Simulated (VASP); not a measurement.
Band structure of W (bcc). Method: PBE GGA with D3 dispersion (Becke-Johnson damping), VASP's PBE PAW potentials (set 64) (plane waves; VASP).

Unless said otherwise, spin-orbit coupling is left out, though it shifts the bands of the heavy elements here.

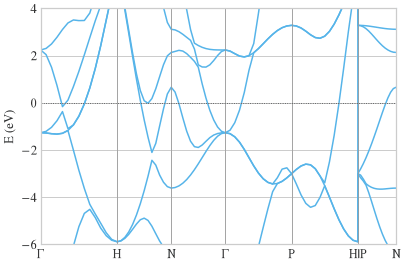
*Bands along high-symmetry lines, zero at the valence-band maximum or, without a gap, the Fermi level*

Q: Read the plot: is there a gap, and where are the band edges?

A: It has no gap at this level: it comes out as a metal or semimetal. (Edges off the drawn lines would not show.)

The compound is W in the bcc structure. It was relaxed first.
